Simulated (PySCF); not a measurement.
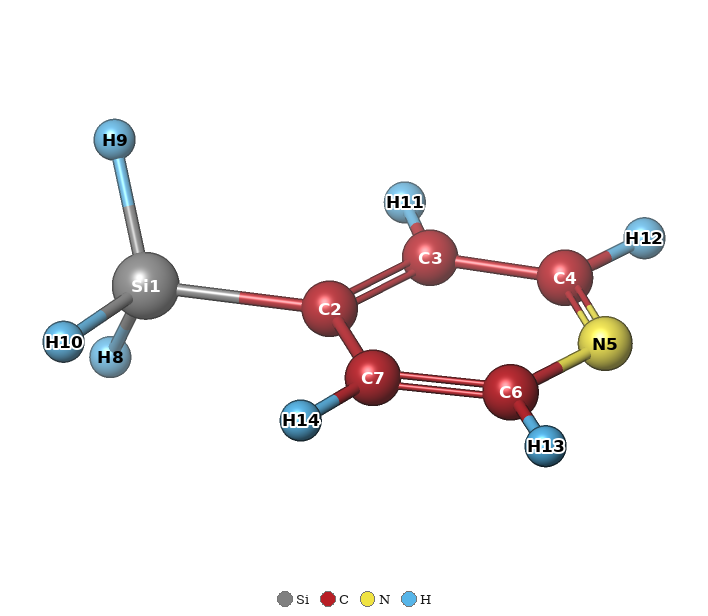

Distant atoms are faded towards the background colour. The computed structure is the end point of a PBE0-D3(BJ)/def2-SVP optimisation. No frequency run is at hand to confirm it as a minimum.

Question: How is the 6-membered ring C2–C3–C4–N5–C6–C7 puckered?

Answer: It is planar. The Cremer–Pople amplitude Q is 0.00 Å.

Question: Give the torsion angles round the ring, beginning with the bond from its second to its third atom.

Answer: 0°, 0°, 0°, 0°, 0°, 0°.
